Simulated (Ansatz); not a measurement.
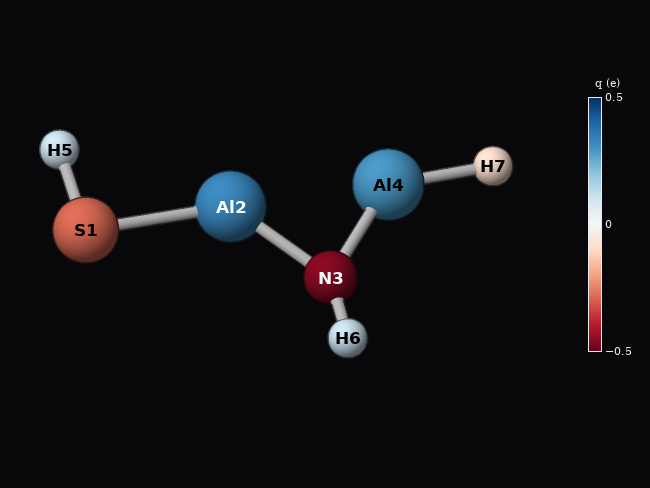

Atoms are coloured by their Mulliken charges. The computed structure is the end point of a PBE-D4/def2-SVP optimisation. No frequency run is at hand to confirm it as a minimum. Properties computed with RKS PBE-D4/def2-SVP (Ansatz 0.2.0).

Give the Mulliken charges atom by atom.

```tsv
atom	value (e)
S1	−0.28
Al2	0.32
N3	−0.45
Al4	0.29
H5	0.10
H6	0.11
H7	−0.08
```

Mulliken values depend strongly on the basis set and can even reverse the polarity of a bond.
